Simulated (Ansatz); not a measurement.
CH4FOSn (SMILES [CH3][SnH]([O])[F]) (doublet)

```yaml
atoms:
  - { symbol: C, position_ang: [-0.4591, 1.0244, 0.3432] }
  - { symbol: Sn, position_ang: [0.4421, -0.7434, -0.3937] }
  - { symbol: O, position_ang: [1.6874, -1.4275, 0.9838] }
  - { symbol: F, position_ang: [-0.9766, -2.0365, -0.5120] }
  - { symbol: H, position_ang: [-0.9262, 0.7983, 1.3007] }
  - { symbol: H, position_ang: [0.2941, 1.8004, 0.4731] }
  - { symbol: H, position_ang: [-1.2181, 1.3570, -0.3638] }
  - { symbol: H, position_ang: [1.2483, -0.8297, -1.8870] }
```

Geometry: PBE0-D4/def2-TZVP; core potentials replace the inner electrons of Sn.

Theory: Ansatz, UKS PBE0-D4/def2-TZVPP.

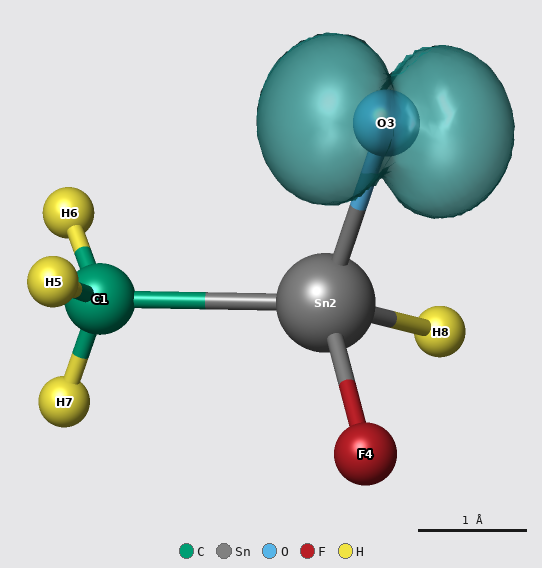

Figure 1. Isosurface of the spin density (α minus β) at +0.04 e/Å³ (teal), seen across its widest extent.

Where is the unpaired spin?

The unpaired spin (1 electron) lies mostly on O3 (about 0.9), in electrons by Hirshfeld's partition.

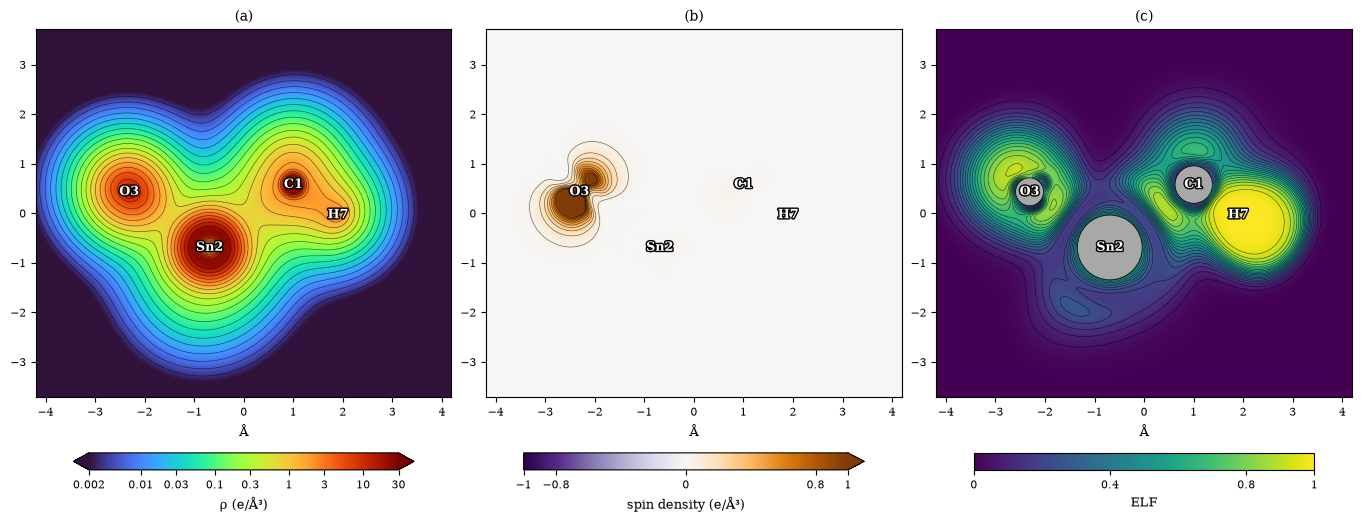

Figure 2. (a) electron density; (b) spin density; (c) ELF on the plane of atoms Sn2, C1 and H7. Grey discs cover the atomic cores in the ELF map.

Read the bonding off the picture.

- Atoms in the plane: C, Sn, O and H.
- Sn–O (1.98 Å): the density is about 0.83 e/Å³ at the midpoint; the ELF peaks at about 0.85 in the valence shell of O, 0.5 Å from its nucleus, and drops to about 0.15 between the two atoms.
- C–Sn (2.12 Å): ρ at the midpoint is about 0.76 e/Å³; the ELF peaks at about 0.90 in the valence shell of C, 0.7 Å from its nucleus, and drops to about 0.20 between the two atoms.
- C–H (1.09 Å): ρ is about 2 e/Å³ halfway; the ELF climbs to about 1 towards the hydrogen, as it does in any bond to H: a covalent bond by its length.
- The ELF also peaks beside O3, away from the bonds: non-bonding electrons, paired or unpaired.

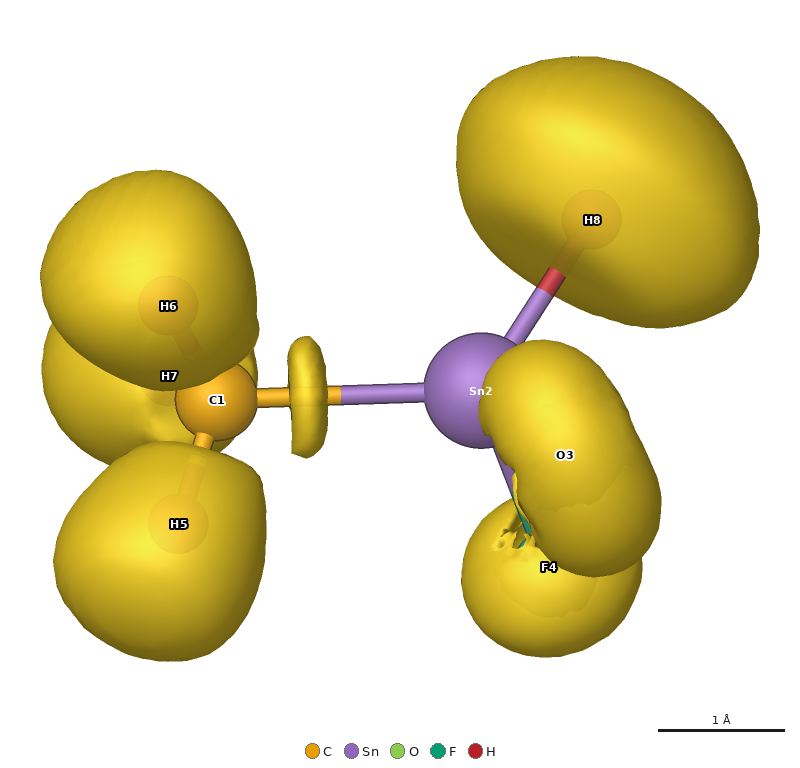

Figure 3. Isosurface of the ELF at 0.8 (yellow), seen from one side. Core shells and regions of very low density are left out.

What do the ELF domains correspond to?

The ELF exceeds this value in four regions around hydrogen nuclei, one lobe of the valence shell of C pointing towards Sn (polar bonds), one region wrapped around F (its valence shell) and one region wrapped around O (its valence shell). Profiles from the grid: Sn–F (1.92 Å): the ELF peaks at about 0.80 in the valence shell of F, 0.5 Å from its nucleus, and drops to about 0.15 between the two atoms.
